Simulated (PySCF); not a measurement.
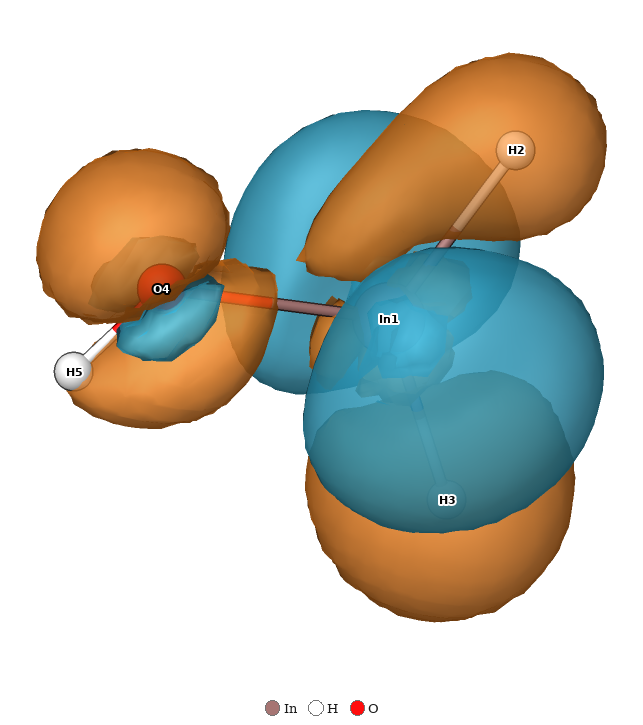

*InH2(OH) (H3InO). Unrelaxed difference density of S₁ less the ground state (TDA singlet states), ±0.02 e/Å³; light blue: gain, orange: loss.*

Level of theory: PBE0/def2-TZVP (PySCF), at a geometry from GFN2-xTB. Core potentials replace the inner electrons of In; spin–orbit coupling isn't included. No frequency check shows the geometry to be a minimum. GFN2-xTB bond lengths at metals and heavier atoms can be off by up to 0.1 Å and shapes distorted, which carries into these values. Without diffuse functions Rydberg states are missing, so the states' numbers hold for this basis only.

Cartesian coordinates (Å):

```
In1     -0.2724    0.0032    0.0000
H2      -1.0027   -1.5158    0.0000
H3      -1.0823    1.5026    0.0000
O4       1.6509   -0.1006    0.0000
H5       2.2250    0.6636    0.0000
```

**How does the charge move on excitation?**

0.80 e is displaced in all, of which about 0.5 e passes between atoms: H3 (0.23 e) and O4 (0.22 e) lose electrons and In1 (0.53 e) gains them. The state: 5.29 eV (234 nm), f = 0.001 (very weak), partly diffuse acceptor orbital, which a basis without diffuse functions describes poorly; the leading pair carries 100 %; hole on O4 (28 %), H3 (28 %) and In1 (28 %), electron on In1 (82 %), O4 (7 %) and H2 and H3 (5 % each) (atom shares of so diffuse an orbital are rough); their centroids lie 0.4 Å apart.

Cost of the run: 63 s on 1 thread of Arm Neoverse V2, on a shared host, peak memory 0.49 GiB.
